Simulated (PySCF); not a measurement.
Consider C₆H₅FN₂.

| atom | x (Å) | y (Å) | z (Å) |
| --- | --- | --- | --- |
| N | -2.9801 | -0.1795 | 0.2668 |
| C | -1.9780 | 0.4556 | -0.1459 |
| C | -0.5520 | 0.1139 | -0.0349 |
| C | -0.0972 | -1.0510 | 0.5898 |
| N | 1.1755 | -1.3773 | 0.7015 |
| C | 2.0881 | -0.5668 | 0.1988 |
| C | 1.7387 | 0.6151 | -0.4419 |
| F | 2.6964 | 1.4148 | -0.9417 |
| C | 0.4101 | 0.9724 | -0.5677 |
| H | -2.7826 | -1.0559 | 0.7474 |
| H | -2.1861 | 1.3921 | -0.6591 |
| H | -0.7886 | -1.7618 | 1.0236 |
| H | 3.1221 | -0.8622 | 0.3063 |
| H | 0.1329 | 1.8900 | -1.0653 |

Geometry: GFN2-xTB.

Theory: PySCF 2.14.0, PBE0/def2-SVPD, SCF density, gas phase.

**What can the converged electron density and electron localisation function tell about the bonding?**

C–N (1.26 Å): ρ at the midpoint is about 2.9 e/Å³; the ELF peaks at about 0.90 between the atoms: a short, multiple covalent bond.
C–F (1.34 Å): ρ at the midpoint is about 2.3 e/Å³; the ELF peaks at about 0.85 between the atoms (a polar covalent bond).
C–C (1.38 Å): the density is about 2.1 e/Å³ at the midpoint; the ELF peaks at about 0.95 between the atoms, as expected for localised, covalent bonding.
N–H (1.02 Å): the density is about 2.8 e/Å³ at the midpoint; the ELF climbs to about 1 towards the hydrogen, as it does in any bond to H (an ordinary covalent bond to hydrogen).

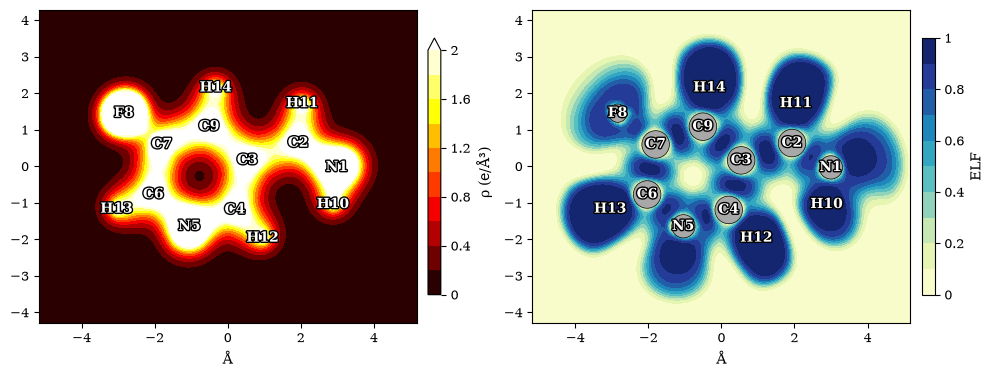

Computed electron density and electron localisation function on the molecular plane, in this order. Grey discs cover the atomic cores in the ELF map. 
